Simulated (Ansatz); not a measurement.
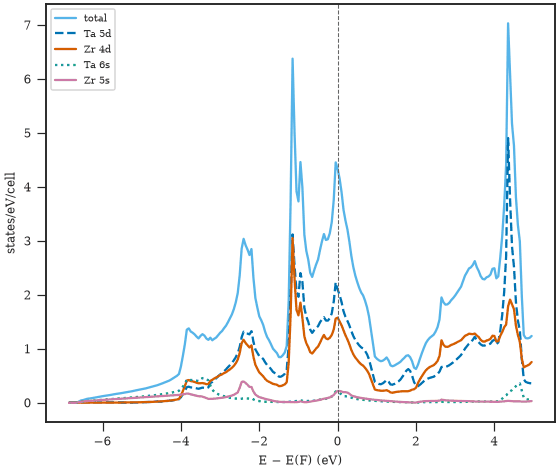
*Total and projected density of states of ZrTa (CsCl type, space group No. 221), PBEsol (plane waves, PAW; program Ansatz)*

Q: Which orbitals carry the states next to the Fermi level?

A: Within 0.5 eV of the Fermi level: Ta 5d 49 %, Zr 4d 37 %. Projections are on Löwdin-orthogonalised atomic valence shells; empty p or d shells of many metals are not among them.

Q: Where is the tallest occupied peak in this window, and what makes it?

A: Near -1.1 eV, about 6.4 states/eV per cell; the largest projected share is Ta 5d.

Space group Pm-3m (CsCl type). The start of the workflow was typed in or built on a structure type; neither database checked (COD, Materials Project) lists it. Whether it is the stable phase at ambient conditions was not checked. The cell was relaxed with PBEsol under the symmetry of its start; its stability against distortions is not shown here. The run is not spin-polarised. Its formation energy is positive at this level, so the cell may be metastable or incomplete. Spin–orbit coupling is left out wherever it is not named.

Potentials: the earlier of the program's two PAW sets. The files were generated under PBE; for other functionals the program regenerates the frozen cores, and for LDA and PBEsol the local potential too.
